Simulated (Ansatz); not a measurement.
```yaml
atoms:
  - { symbol: C, position_ang: [-0.3599, 1.9285, 0.1466] }
  - { symbol: O, position_ang: [-0.2579, 0.8900, -0.7669] }
  - { symbol: Cu, position_ang: [0.1200, -0.7773, -0.2766] }
  - { symbol: O, position_ang: [0.5238, -2.6304, 0.1197] }
  - { symbol: H, position_ang: [-0.6020, 2.8607, -0.3879] }
  - { symbol: H, position_ang: [-1.1552, 1.7837, 0.8982] }
  - { symbol: H, position_ang: [0.5717, 2.1221, 0.7061] }
  - { symbol: H, position_ang: [-0.1764, -3.2373, -0.1434] }
  - { symbol: H, position_ang: [1.3358, -2.9401, -0.2957] }
```

Geometry: PBE0-D4/def2-TZVP.

These are results of RKS PBE0-D4/def2-TZVPP (Ansatz 0.2.0), not measurements.

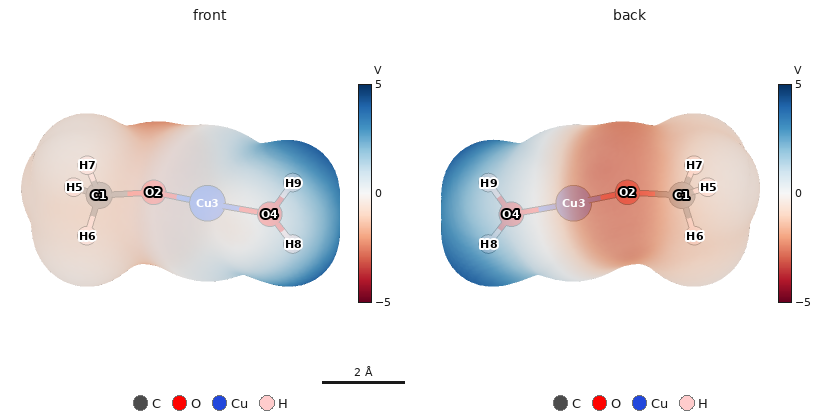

CH₅CuO₂ (SMILES C[O][Cu-][OH2+]). The molecular electrostatic potential painted on the density surface at 0.002 e/bohr³, seen from the front and from behind; the colour scale runs from red (negative) to blue (positive).

Q: Which sites attract a positive test charge, and which a negative one?

A: A positive charge is drawn to the negative regions and a negative charge to the positive ones. The most negative region (about −2.7 V) lies over O2, the most positive (about +3.9 V) over H8 and H9. O2 is the likeliest acceptor of a hydrogen bond.
